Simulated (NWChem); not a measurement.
**RbNa (SMILES [Na][Rb]): r2SCAN/def2-TZVP (core potential)**

What is the vertical ionisation energy of RbNa at r2SCAN/def2-TZVP (core potential)? 

The calculation is run with NWChem 7.3.0.

9 further runs of the same task are left out: 3 that didn't finish, 6 set aside as unsound or not needed. Runs told in other sessions of the task aren't counted.

### 1 The structure to begin with

The species is RbNa (2 atoms), meant as a singlet with charge 0. SMILES: `[Na][Rb]`. The shape is that of a PBE0-D4/def2-TZVP optimisation.

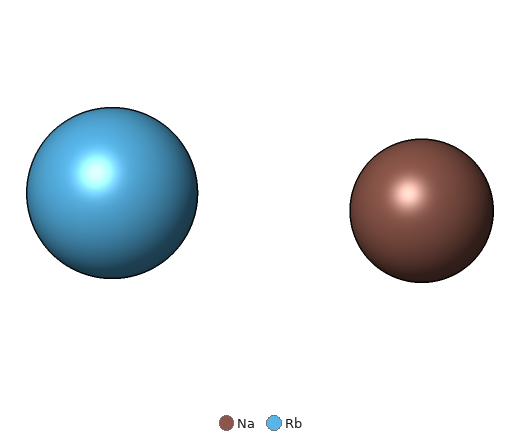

Viewed from a chosen angle; sodium brown, rubidium blue.

### 2 Energy and gradient at r2SCAN/def2-TZVP (core potential)

The input, run.py:

```python
from ase import Atoms
from ase.calculators.nwchem import NWChem

mol = Atoms(['Na', 'Rb'], positions=[
    [0.000000, 0.000000, -0.211020],
    [-0.000000, -0.000000, 3.489100],
])

calc = NWChem(
    label='mymol',
    theory='dft',
    memory='2200 mb',
    basis='def2-TZVP',
    basispar='spherical bse',
    dft={'xc': 'r2scan', 'mult': '1', 'grid': 'xfine', 'convergence': 'energy 1e-08', 'iterations': '100', 'mulliken': None},
    **{'ecp bse': {'Rb library': 'def2-TZVP'}},
)
mol.calc = calc

forces = mol.get_forces()
print("Total energy (eV):", round(mol.get_potential_energy(), 6))
print("forces (eV/A):")
for s, f in zip(mol.symbols, forces):
    print(f"{s:2s} {f[0]:10.5f} {f[1]:10.5f} {f[2]:10.5f}")
print("dipole (e A):", mol.get_dipole_moment().round(4))
```

On the command line:

```
export ASE_NWCHEM_COMMAND="nwchem PREFIX.nwi > PREFIX.nwo"
python run.py
```

The log of the run:

```text
Total energy (eV): -5071.045567
forces (eV/A):
Na    0.00000   -0.00000   -0.03970
Rb   -0.00000    0.00000    0.03970
dipole (e A): [-0.     0.     0.764]
```

The calculator wrote mymol.nwi:

```
title "mymol"

permanent_dir mymol

scratch_dir mymol

start mymol

geometry units angstrom nocenter noautosym noautoz
  Na 0.0000000000000000e+00 0.0000000000000000e+00 -2.1102000000000001e-01
  Rb -0.0000000000000000e+00 -0.0000000000000000e+00 3.4891000000000001e+00
end

memory 2200 mb

basis spherical bse noprint
   * library def2-TZVP
end

dft
  xc r2scan
  mult 1
  grid xfine
  convergence energy 1e-08
  iterations 100
  mulliken
end
ecp bse
  Rb library def2-TZVP
end

task dft gradient
```

mymol.nwo, shortened:

```text
[...]
      One electron energy =     -296.013638832916
[... 1 line left out ...]
    Exchange-Corr. energy =      -18.107541677721
[... 6 lines left out ...]
                       DFT Final Molecular Orbital Analysis
[... 512 lines left out ...]
          Convergence on density requested:  1.00D-05
[...]
  wavefunction    = closed shell
                         DFT ENERGY GRADIENTS
    atom               coordinates                        gradient
                 x          y          z           x          y          z
   1 Na      0.000000   0.000000  -0.398770   -0.000000   0.000000   0.000772
   2 Rb      0.000000   0.000000   6.593443    0.000000  -0.000000  -0.000772
[...]
```

Run time: 8.1 s. Hardware: 1 thread of Intel Xeon 6975P-C (Granite Rapids), shared host; peak memory 0.12 GiB.

### 3 The doublet cation: the energy at U-r2SCAN/def2-TZVP (core potential)

The input, run.py:

```python
from ase import Atoms
from ase.calculators.nwchem import NWChem

system = Atoms(['Na', 'Rb'], positions=[
    [0.000000, 0.000000, -0.211020],
    [-0.000000, -0.000000, 3.489100],
])

calc = NWChem(
    label='work',
    theory='dft',
    memory='2200 mb',
    basis='def2-TZVP',
    basispar='spherical bse',
    charge=1,
    dft={'xc': 'r2scan', 'mult': '2', 'grid': 'xfine', 'convergence': 'energy 1e-08', 'iterations': '100', 'mulliken': None},
    task='energy',
    **{'ecp bse': {'Rb library': 'def2-TZVP'}},
)
system.calc = calc

print(f"energy = {system.get_potential_energy():.6f} eV")
```

On the command line:

```
export ASE_NWCHEM_COMMAND="nwchem PREFIX.nwi > PREFIX.nwo"
python run.py
```

The log of the run:

```text
energy = -5066.871562 eV
```

The calculator wrote work.nwi:

```
title "work"

permanent_dir work

scratch_dir work

start work

geometry units angstrom nocenter noautosym noautoz
  Na 0.0000000000000000e+00 0.0000000000000000e+00 -2.1102000000000001e-01
  Rb -0.0000000000000000e+00 -0.0000000000000000e+00 3.4891000000000001e+00
end

charge 1

memory 2200 mb

basis spherical bse noprint
   * library def2-TZVP
end

dft
  xc r2scan
  mult 2
  grid xfine
  convergence energy 1e-08
  iterations 100
  mulliken
end
ecp bse
  Rb library def2-TZVP
end

task dft energy
```

work.nwo:

```text
Northwest Computational Chemistry Package (NWChem) 7.3.0
             --------------------------------------------------------

           Job information
           ---------------

    nwchem branch   = 7.3.0
    use scalapack   = T
    input           = work.nwi
    prefix          = work.
    data base       = work/work.db
    status          = startup
    nproc           =        1

           Memory information
           ------------------

    heap     =     72089596 doubles =      550.0 Mbytes
    stack    =     72089601 doubles =      550.0 Mbytes
    global   =    144179200 doubles =     1100.0 Mbytes (distinct from heap & stack)
    total    =    288358397 doubles =     2200.0 Mbytes
    verify   = yes
    hardfail = no

           Directory information
           ---------------------

  0 permanent = work
  0 scratch   = work

                                NWChem Input Module
                                -------------------

                                       work
                                       ----

 Scaling coordinates for geometry "geometry" by  1.889725989
 (inverse scale =  0.529177249)

                             Geometry "geometry" -> ""
                             -------------------------

 Output coordinates in angstroms (scale by  1.889725989 to convert to a.u.)

  No.       Tag          Charge          X              Y              Z
 ---- ---------------- ---------- -------------- -------------- --------------
    1 Na                  11.0000     0.00000000     0.00000000    -0.21102000
    2 Rb                  37.0000     0.00000000     0.00000000     3.48910000

      Atomic Mass
      -----------

      Na                22.989800
      Rb                84.911700

 Effective nuclear repulsion energy (a.u.)      58.2076095756

            Nuclear Dipole moment (a.u.)
[... 42 lines left out ...]
  convergence criterion.
[... 16 lines left out ...]
          Convergence on density requested:  1.00D-05
[... 19 lines left out ...]
          Spatial weights used:  Erf1
[... 3 lines left out ...]
          Convergence aids based upon iterative change in
[... 79 lines left out ...]
         Total DFT energy =     -186.204096960161
[... 1 line left out ...]
           Coulomb energy =      110.204731950076
[... 1 line left out ...]
 Nuclear repulsion energy =       14.158607734606
[... 464 lines left out ...]
                     DFT Final Beta Molecular Orbital Analysis
[... 498 lines left out ...]
   alpha      1      2      3      4      5      6      7      8      9     10
    beta      1      2      3      6      4      5      7      8      9     10
 overlap   1.000  1.000  1.000  1.000  1.000  1.000  0.991  0.991  1.000  0.975

   alpha     11     12     13     14     15     16     17     18     19     20
    beta     11     12     13     15     16     17     14     18     19     24
 overlap   0.964  0.880  0.880  0.716  0.718  0.718  0.496  0.857  0.857  0.839

   alpha     21     22     23     24     25     26     27     28     29     30
    beta     25     23     20     21     32     26     27     22     28     30
 overlap   0.839  0.596  0.571  0.571  0.571  0.856  0.856  0.557  0.585  0.781

   alpha     31     32     33     34     35     36     37     38     39     40
    beta     31     32     35     36     33     34     37     38     39     40
 overlap   0.781  0.718  0.992  0.992  0.837  0.837  0.918  0.904  0.904  0.889

   alpha     41     42     43     44     45     46     47     48     49     50
    beta     43     44     41     42     45     47     46     48     49     50
 overlap   0.950  0.950  0.999  0.999  0.978  0.998  0.998  0.997  0.998  0.999

   alpha     51     52     53     54     55     56     57     58     59     60
    beta     51     52     53     54     55     56     57     58     59     60
 overlap   0.999  0.999  0.999  0.998  0.999  0.999  1.000  1.000  1.000  1.000

   alpha     61     62     63     64     65
    beta     61     62     63     64     65
 overlap   1.000  1.000  1.000  1.000  1.000

     --------------------------
     Expectation value of S2:
     --------------------------
      <S2> =      0.7501 (Exact =     0.7500)

 center of mass
 --------------
 x =   0.00000000 y =   0.00000000 z =   5.10366221

 moments of inertia (a.u.)
 ------------------
         884.513644265194           0.000000000000           0.000000000000
           0.000000000000         884.513644265194           0.000000000000
           0.000000000000           0.000000000000           0.000000000000

     Multipole analysis of the density
     ---------------------------------

     L   x y z        total         alpha         beta         nuclear
     -   - - -        -----         -----         ----         -------
     0   0 0 0      1.000000    -10.000000     -9.000000     20.000000

     1   1 0 0      0.000000      0.000000      0.000000      0.000000
[... 8 lines of this table left out ...]
     2   0 0 2     22.804528   -190.027005   -180.179068    393.010601

 Task  times  cpu:        7.7s     wall:        7.7s
 Total times  cpu:        7.7s     wall:        7.7s
```

It took 8.7 s on 1 thread of Intel Xeon 6975P-C (Granite Rapids), shared host; peak memory 0.12 GiB.

### 4 Summary of results

Level: r2SCAN/def2-TZVP (core potential).

| quantity | value |
| --- | --- |
| singlet RbNa: total energy | -186.35749 Eh |
| singlet RbNa: dipole moment | 3.67 D |
| singlet RbNa: HOMO energy | -2.68 eV |
| singlet RbNa: LUMO energy | -1.48 eV |
| singlet RbNa: HOMO–LUMO gap | 1.20 eV |
| singlet RbNa: largest force on an atom | 0.040 eV/Å |
| doublet cation: total energy | -186.20410 Eh |
| doublet cation: HOMO energy (highest over α and β) | -7.15 eV |
| doublet cation: LUMO energy (lowest over α and β) | -5.57 eV |
| doublet cation: ⟨S²⟩ | 0.750 |
| vertical ionisation energy (to the doublet cation) | 4.174 eV |

In words: The vertical ionisation energy comes to 4.17 eV (96 kcal/mol). −ε(HOMO) before ionisation, 2.68 eV, is 1.49 eV below this ionisation energy.
